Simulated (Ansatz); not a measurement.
# Geometry relaxation, with input and output: WH₇F

- system: WH₇F
- method: RKS PBE0-D4/def2-SVP (Ansatz 0.2.0)

It belongs to a series of runs on one base structure; here: end point B relaxed. Figures and captions count atoms from 1; the log counts them from 0 in places.

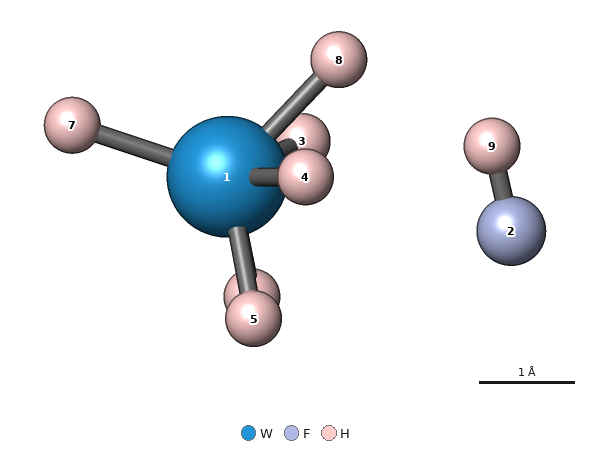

**Figure 1.** The input geometry (ball-and-stick view, seen on its broad side; atoms are numbered from 1 in the order of the input). Sticks mark near contacts. Bond lengths as drawn: F–H 0.92 Å and H–W 1.67 to 1.72 Å.

Input file
```yaml
crystal:
  periodic: [false, false, false]
  atoms:
    - { symbol: W, position_ang: [0.170018, 0.178346, -0.51928] }
    - { symbol: F, position_ang: [0.32311, 0.342821, 2.516295] }
    - { symbol: H, position_ang: [1.474882, -0.56643, 0.211574] }
    - { symbol: H, position_ang: [-0.587997, 1.479644, 0.203612] }
    - { symbol: H, position_ang: [-1.356027, -0.10058, 0.098445] }
    - { symbol: H, position_ang: [-0.094669, -1.347244, 0.106292] }
    - { symbol: H, position_ang: [0.245243, 0.246282, -2.23959] }
    - { symbol: H, position_ang: [1.225995, 1.252406, 0.285924] }
    - { symbol: H, position_ang: [0.903845, 0.915356, 2.083927] }
basis:
  gaussian: { orbitals: def2-SVP }
hamiltonian:
  xc: pbe0
  dispersion: d4
relax:
  f_tol: 0.03
  max_steps: 50
```

Launch command:
```bash
ansatz run input.yaml --threads 1 --pin off --max-ram 2048MiB --backend cpu --events-out ev --progress --plain --runs-dir out
```

Log
```
The last accepted step is kept in [file] (removed where the run ends without a failure and the disk answers)
Engine: ansatz 0.2.0, aarch64-unknown-linux-gnu
Functional definition: PBE0
  parameter a = 0.25
  parameter kappa = 0.804
  parameter beta = 0.06672455060314922
  exchange = (1 - a)*pbe_x(kappa = kappa, mu = beta*pi^2/3) + a*exact_x
  correlation = pbe_c(beta = beta)
882 factors; integrals over basis functions are off by at most 5.4e-4 eV
mean field evaluation 1: about -4646.1604 eV, gradient 2.9e1 eV
mean field evaluation 2: about -4645.4445 eV, gradient 3.8e1 eV
mean field evaluation 4: about -4647.7409 eV, gradient 2.9e0 eV
mean field evaluation 8: about -4647.7616 eV, gradient 9.8e-3 eV
mean field -4647.76162379 eV, -170.8020893084 hartree, gradient 3.6e-5 eV, S^2 0.000000; 0 other end points of the search recorded, 0 dependent functions left out
the calculation of the forces begins
reference -4647.76166333 eV, -170.8020907614 hartree; 15, 15 occupied and 66, 66 virtual orbitals, 882 factors
relax step   1: F+E_penalty+E_count = -4647.88309456 eV  Δ(F+E_penalty+E_count) = +0.000e0 eV  max|allowed force component| = 3.587e-1 eV/Å  Δτ_max = 0.0000 Å  (24 SCF iters, accepted)
these checks for a lower state are left out or cut short: starts, cluster_reference, orbital_swaps, neighbouring_geometries, increment
882 factors; integrals over basis functions are off by at most 5.2e-4 eV
mean field evaluation 16: about -4647.7786 eV, gradient 5.1e-1 eV
mean field -4647.78058742 eV, -170.8027862090 hartree, gradient 3.0e-5 eV, S^2 0.000000; 0 other end points of the search recorded, 0 dependent functions left out
the calculation of the forces begins
reference -4647.78062778 eV, -170.8027876922 hartree; 15, 15 occupied and 66, 66 virtual orbitals, 882 factors
relax step   2: F+E_penalty+E_count = -4647.90380788 eV  Δ(F+E_penalty+E_count) = -2.071e-2 eV  max|allowed force component| = 7.211e-1 eV/Å  Δτ_max = 0.1950 Å  (30 SCF iters, accepted)
these checks for a lower state are left out or cut short: starts, cluster_reference, orbital_swaps, neighbouring_geometries, increment
882 factors; integrals over basis functions are off by at most 7.2e-4 eV
mean field -4647.78881350 eV, -170.8030885117 hartree, gradient 2.5e-5 eV, S^2 0.000000; 0 other end points of the search recorded, 0 dependent functions left out
the calculation of the forces begins
reference -4647.78885416 eV, -170.8030900060 hartree; 15, 15 occupied and 66, 66 virtual orbitals, 882 factors
relax step   3: F+E_penalty+E_count = -4647.91304617 eV  Δ(F+E_penalty+E_count) = -9.238e-3 eV  max|allowed force component| = 3.199e-1 eV/Å  Δτ_max = 0.1938 Å  (29 SCF iters, accepted)
these checks for a lower state are left out or cut short: starts, cluster_reference, orbital_swaps, neighbouring_geometries, increment
882 factors; integrals over basis functions are off by at most 4.7e-4 eV
mean field evaluation 32: about -4647.7916 eV, gradient 1.8e-5 eV
mean field -4647.79156542 eV, -170.8031896428 hartree, gradient 3.8e-5 eV, S^2 0.000000; 0 other end points of the search recorded, 0 dependent functions left out
the calculation of the forces begins
reference -4647.79160584 eV, -170.8031911285 hartree; 15, 15 occupied and 66, 66 virtual orbitals, 882 factors
relax step   4: F+E_penalty+E_count = -4647.91535660 eV  Δ(F+E_penalty+E_count) = -2.310e-3 eV  max|allowed force component| = 6.489e-1 eV/Å  Δτ_max = 0.1999 Å  (32 SCF iters, accepted)
these checks for a lower state are left out or cut short: starts, cluster_reference, orbital_swaps, neighbouring_geometries, increment
882 factors; integrals over basis functions are off by at most 5.2e-4 eV
mean field -4647.79966046 eV, -170.8034871300 hartree, gradient 1.5e-5 eV, S^2 0.000000; 0 other end points of the search recorded, 0 dependent functions left out
the calculation of the forces begins
reference -4647.79970124 eV, -170.8034886287 hartree; 15, 15 occupied and 66, 66 virtual orbitals, 882 factors
relax step   5: F+E_penalty+E_count = -4647.92367230 eV  Δ(F+E_penalty+E_count) = -8.316e-3 eV  max|allowed force component| = 1.792e-1 eV/Å  Δτ_max = 0.0598 Å  (29 SCF iters, accepted)
these checks for a lower state are left out or cut short: starts, cluster_reference, orbital_swaps, neighbouring_geometries, increment
882 factors; integrals over basis functions are off by at most 5.1e-4 eV
mean field -4647.80058076 eV, -170.8035209505 hartree, gradient 3.1e-5 eV, S^2 0.000000; 0 other end points of the search recorded, 0 dependent functions left out
the calculation of the forces begins
reference -4647.80062149 eV, -170.8035224475 hartree; 15, 15 occupied and 66, 66 virtual orbitals, 882 factors
relax step   6: F+E_penalty+E_count = -4647.92448716 eV  Δ(F+E_penalty+E_count) = -8.149e-4 eV  max|allowed force component| = 1.368e-1 eV/Å  Δτ_max = 0.0446 Å  (26 SCF iters, accepted)
these checks for a lower state are left out or cut short: starts, cluster_reference, orbital_swaps, neighbouring_geometries, increment
882 factors; integrals over basis functions are off by at most 4.9e-4 eV
mean field -4647.80169468 eV, -170.8035618864 hartree, gradient 4.5e-5 eV, S^2 0.000000; 0 other end points of the search recorded, 0 dependent functions left out
the calculation of the forces begins
reference -4647.80173538 eV, -170.8035633821 hartree; 15, 15 occupied and 66, 66 virtual orbitals, 882 factors
relax step   7: F+E_penalty+E_count = -4647.92545692 eV  Δ(F+E_penalty+E_count) = -9.698e-4 eV  max|allowed force component| = 2.013e-1 eV/Å  Δτ_max = 0.0424 Å  (26 SCF iters, accepted)
these checks for a lower state are left out or cut short: starts, cluster_reference, orbital_swaps, neighbouring_geometries, increment
882 factors; integrals over basis functions are off by at most 5.0e-4 eV
mean field -4647.80320810 eV, -170.8036175037 hartree, gradient 3.7e-5 eV, S^2 0.000000; 0 other end points of the search recorded, 0 dependent functions left out
the calculation of the forces begins
reference -4647.80324874 eV, -170.8036189970 hartree; 15, 15 occupied and 66, 66 virtual orbitals, 882 factors
relax step   8: F+E_penalty+E_count = -4647.92704416 eV  Δ(F+E_penalty+E_count) = -1.587e-3 eV  max|allowed force component| = 4.838e-3 eV/Å  Δτ_max = 0.0449 Å  (26 SCF iters, accepted)
882 factors; integrals over basis functions are off by at most 5.0e-4 eV
mean field evaluation 64: about -4647.8032 eV, gradient 9.1e-2 eV
```

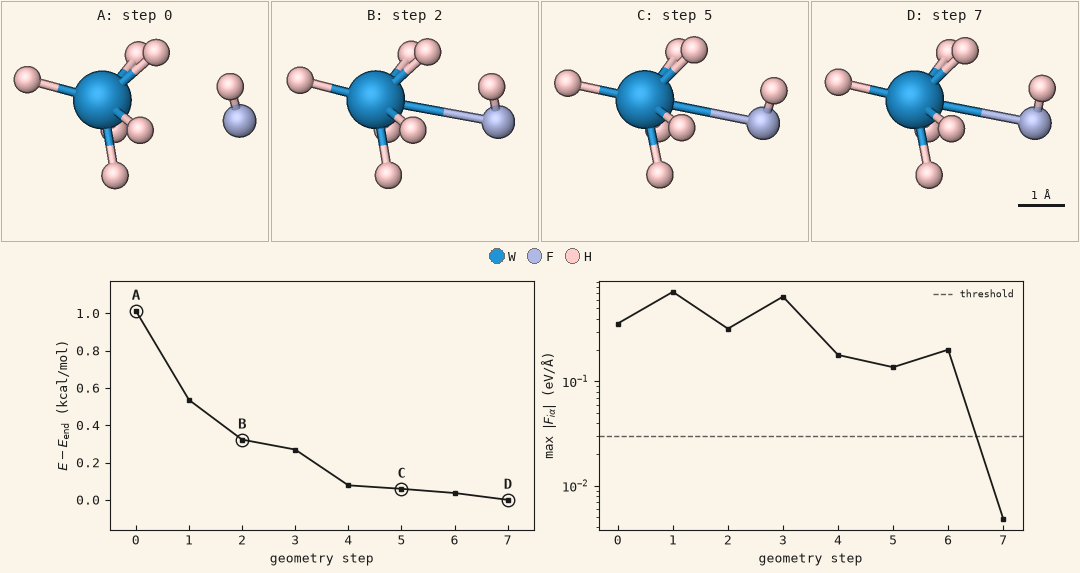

**Figure 2.** Frames of the relaxation (ball-and-stick view, seen at a tilt) above the curves, on which the letters mark them (the first geometry is step 0 here and step 1 in the log).

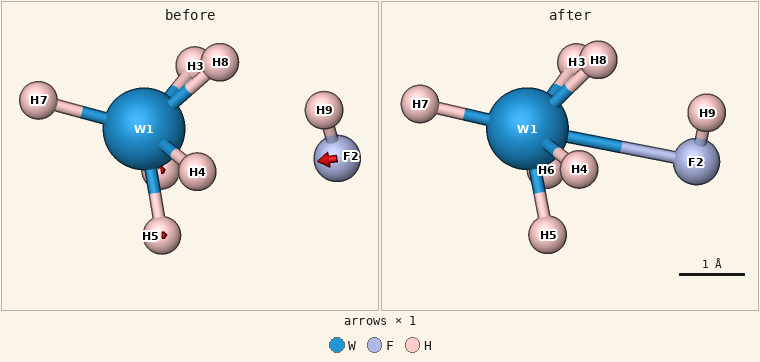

**Figure 3.** Before (left) and after (right) the relaxation, at one scale (ball-and-stick view, seen at a tilt). The red arrows give the displacements, at true length. The largest move after the best rigid fit is that of F2, 0.33 Å. By element the largest moves are F 0.33 Å, H 0.09 Å, W 0.05 Å. Distances before and after: W1–F2 3.044 → 2.692 Å, W1–H8 1.708 → 1.686 Å, W1–H7 1.723 → 1.730 Å, F2–H9 0.923 → 0.928 Å. The energy falls by 1.01 kcal/mol in 7 geometry steps. Largest force component: 0.36 eV/Å at the start, 0.0048 eV/Å at the end. (Atoms are counted from 1 in the order of the input.)

```
mean field -4647.80320810 eV, -170.8036175037 hartree, gradient 3.7e-5 eV, S^2 0.000000; 1 other end points of the search recorded, 0 dependent functions left out
the calculation of the forces begins
reference -4647.80324874 eV, -170.8036189970 hartree; 15, 15 occupied and 66, 66 virtual orbitals, 882 factors
Total energy: -4647.92708479 eV, -170.8081698881 hartree
Atom 0 at     0.182650     0.190182    -0.468737 Å, force     0.002546     0.002694     0.002455 eV/Å
Atom 1 at     0.224481     0.240017     2.222057 Å, force     0.001914     0.001698     0.003247 eV/Å
Atom 2 at     1.522039    -0.534622     0.224077 Å, force    -0.000187     0.000304     0.000644 eV/Å
Atom 3 at    -0.556103     1.524593     0.219051 Å, force     0.000531    -0.000131     0.000525 eV/Å
Atom 4 at    -1.334459    -0.071895     0.178528 Å, force     0.000193    -0.001409    -0.000191 eV/Å
Atom 5 at    -0.067095    -1.327766     0.181369 Å, force    -0.001486    -0.000065     0.000604 eV/Å
Atom 6 at     0.205763     0.209190    -2.198915 Å, force     0.001316     0.001478    -0.003383 eV/Å
Atom 7 at     1.254241     1.272939     0.253860 Å, force    -0.004591    -0.004135     0.000937 eV/Å
Atom 8 at     0.872883     0.897962     2.135909 Å, force    -0.000235    -0.000435    -0.004838 eV/Å
Dipole moment:     0.203345     0.206207    -0.112043 e Å
```

Trajectory as extended XYZ (Å, eV, eV/Å), 8 frames, from step=1 to step=8
```
9
Properties=species:S:1:pos:R:3:forces:R:3 step=1 energy=-4647.88310
W     0.1700    0.1783   -0.5193    0.1987   0.1957   0.3587
F     0.3231    0.3428    2.5163   -0.2099  -0.2092  -0.0345
H     1.4749   -0.5664    0.2116    0.0138   0.0046   0.0105
H    -0.5880    1.4796    0.2036   -0.0074   0.0105   0.0078
H    -1.3560   -0.1006    0.0984    0.0018   0.0020  -0.0188
H    -0.0947   -1.3472    0.1063   -0.0025   0.0054  -0.0230
H     0.2452    0.2463   -2.2396   -0.0125  -0.0120  -0.0190
H     1.2260    1.2524    0.2859   -0.1947  -0.2078  -0.1351
H     0.9038    0.9154    2.0839    0.2127   0.2107  -0.1465
9
Properties=species:S:1:pos:R:3:forces:R:3 step=2 energy=-4647.90381
W     0.1767    0.1850   -0.4750   -0.1107  -0.1118  -0.1426
F     0.2879    0.3056    2.3281    0.6493   0.6438  -0.3003
H     1.4865   -0.5613    0.2447    0.0205  -0.0178   0.0098
H    -0.5890    1.4891    0.2346   -0.0070   0.0272   0.0113
H    -1.3583   -0.0973    0.1152   -0.0056   0.0016   0.0623
H    -0.0941   -1.3494    0.1214    0.0053  -0.0099   0.0599
H     0.2428    0.2441   -2.2018    0.0157   0.0152   0.0169
H     1.2159    1.2364    0.3090    0.1535   0.1660   0.0451
H     0.9359    0.9485    2.0710   -0.7211  -0.7142   0.2376
9
Properties=species:S:1:pos:R:3:forces:R:3 step=3 energy=-4647.91305
W     0.1875    0.1958   -0.4493   -0.1468  -0.1474  -0.0126
F     0.2573    0.2728    2.2868    0.3175   0.3199  -0.2493
H     1.4986   -0.5524    0.2689    0.0078   0.0012  -0.0232
H    -0.5758    1.5031    0.2596   -0.0019   0.0052  -0.0207
H    -1.3392   -0.0836    0.1679    0.0201   0.0205  -0.0251
H    -0.0796   -1.3310    0.1729    0.0195   0.0201  -0.0233
H     0.2470    0.2483   -2.1750   -0.0012  -0.0010  -0.0035
H     1.2419    1.2655    0.3128    0.0700   0.0666   0.0730
H     0.8666    0.8823    1.9026   -0.2850  -0.2851   0.2848
9
Properties=species:S:1:pos:R:3:forces:R:3 step=4 energy=-4647.91536
W     0.1791    0.1856   -0.4706    0.2323   0.2463   0.3332
F     0.2356    0.2578    2.2233   -0.6348  -0.6489   0.1462
H     1.5079   -0.5469    0.2331    0.0103   0.0068  -0.0312
H    -0.5671    1.5072    0.2330    0.0159   0.0143  -0.0449
H    -1.3396   -0.0716    0.1752   -0.0004  -0.0282  -0.0266
H    -0.0665   -1.3337    0.1786   -0.0241  -0.0011  -0.0329
H     0.2171    0.2230   -2.1965   -0.0191  -0.0210  -0.0557
H     1.2643    1.2788    0.2695   -0.2049  -0.1989  -0.1687
H     0.8736    0.9002    2.1015    0.6248   0.6306  -0.1195
9
Properties=species:S:1:pos:R:3:forces:R:3 step=5 energy=-4647.92367
W     0.1883    0.1975   -0.4643   -0.1230  -0.1792  -0.1747
F     0.2188    0.2038    2.2042    0.0990   0.1406  -0.0060
H     1.5329   -0.5237    0.2203    0.0103  -0.0037   0.0088
H    -0.5414    1.5400    0.2149   -0.0166   0.0158   0.0295
H    -1.3262   -0.0637    0.1918    0.0138   0.0226  -0.0026
H    -0.0644   -1.3157    0.1988    0.0214   0.0182  -0.0194
H     0.1913    0.1895   -2.1998    0.0184   0.0300   0.0627
H     1.2628    1.2822    0.2369    0.0479   0.0411   0.0794
H     0.8423    0.8908    2.1444   -0.0711  -0.0853   0.0225
9
Properties=species:S:1:pos:R:3:forces:R:3 step=6 energy=-4647.92449
W     0.1869    0.1937   -0.4686   -0.0898  -0.1368  -0.1000
F     0.2208    0.2139    2.1911   -0.0768  -0.0799   0.0305
H     1.5357   -0.5310    0.2058   -0.0009   0.0021   0.0063
H    -0.5358    1.5376    0.2190   -0.0072   0.0033   0.0063
H    -1.3247   -0.0677    0.1956    0.0168   0.0246  -0.0087
H    -0.0631   -1.3212    0.1938    0.0186   0.0254  -0.0249
H     0.1852    0.1947   -2.2038    0.0101   0.0199   0.0503
H     1.2696    1.2712    0.2315    0.0349   0.0383   0.0462
H     0.8299    0.9095    2.1829    0.0942   0.1032  -0.0059
9
Properties=species:S:1:pos:R:3:forces:R:3 step=7 energy=-4647.92546
W     0.1831    0.1903   -0.4719    0.0075   0.0157  -0.0343
F     0.2133    0.2309    2.2102    0.2013   0.2005  -0.0028
H     1.5285   -0.5276    0.2154    0.0061  -0.0069   0.0116
H    -0.5483    1.5309    0.2105   -0.0079   0.0051   0.0080
H    -1.3315   -0.0663    0.1840    0.0024  -0.0044   0.0003
H    -0.0624   -1.3252    0.1859   -0.0026   0.0016   0.0062
H     0.1939    0.1960   -2.2042    0.0065   0.0083   0.0173
H     1.2592    1.2790    0.2371   -0.0219  -0.0265   0.0014
H     0.8687    0.8926    2.1803   -0.1914  -0.1933  -0.0078
9
Properties=species:S:1:pos:R:3:forces:R:3 step=8 energy=-4647.92704
W     0.1827    0.1902   -0.4687    0.0025   0.0027   0.0025
F     0.2245    0.2400    2.2221    0.0019   0.0017   0.0032
H     1.5220   -0.5346    0.2241   -0.0002   0.0003   0.0006
H    -0.5561    1.5246    0.2191    0.0005  -0.0001   0.0005
H    -1.3345   -0.0719    0.1785    0.0002  -0.0014  -0.0002
H    -0.0671   -1.3278    0.1814   -0.0015  -0.0001   0.0006
H     0.2058    0.2092   -2.1989    0.0013   0.0015  -0.0034
H     1.2542    1.2729    0.2539   -0.0046  -0.0041   0.0009
H     0.8729    0.8980    2.1359   -0.0002  -0.0004  -0.0048
```

Results in brief

| quantity | value |
| --- | --- |
| outcome | converged |
| total energy | −4647.9271 eV |
| mean-field energy | −4647.8032 eV |
| largest force (length of the vector) at the end | 0.006 eV/Å |
| hardware | 1 thread of Arm Neoverse V2, 24 GiB of memory available, shared host |
| wall time | 23 s |
| peak memory | 0.15 GiB |
